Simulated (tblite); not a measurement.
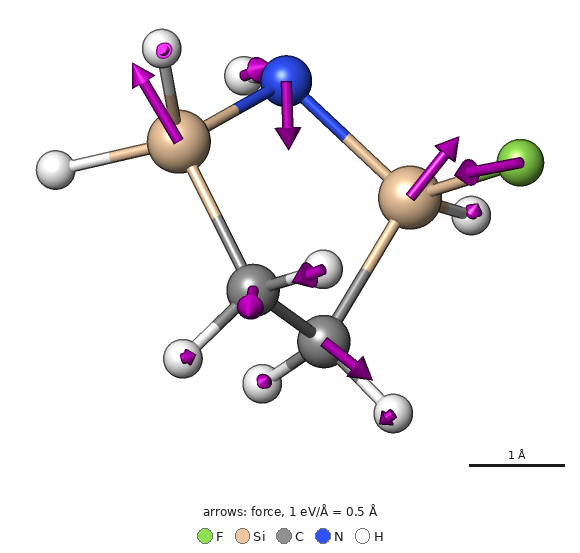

Starting geometry of C2H8FNSi2 with the computed forces as purple arrows. A ball-and-stick model, seen from a free direction.

These are results of GFN2-xTB geometry optimisation, gas phase in tblite, not measurements. 

Is this structure relaxed? If not, where do the atoms go?

It isn't relaxed: the largest force vector, on the F atom, is 2.04 eV/Å. The final displacements follow the starting forces only in part (cosine between the two patterns 0.30). The largest move after the best rigid fit is that of an H atom, 1.05 Å. By element the largest moves are H 1.05 Å, F 0.73 Å, N 0.23 Å, C 0.21 Å, Si 0.21 Å. Near-neighbour distances that change, for instance: F–Si 1.706 → 1.619 Å, N–Si 1.790 → 1.721 Å, C–Si 1.853 → 1.903 Å, N–Si 1.780 → 1.738 Å. Bond angles that change, for instance: Si–N–Si 101.5° → 117.7°, Si–N–H 111.2° → 121.1°, Si–N–H 112.1° → 121.2°. Groups turn about C–Si by about 20°. The energy falls by 17.2 kcal/mol in 79 geometry steps.
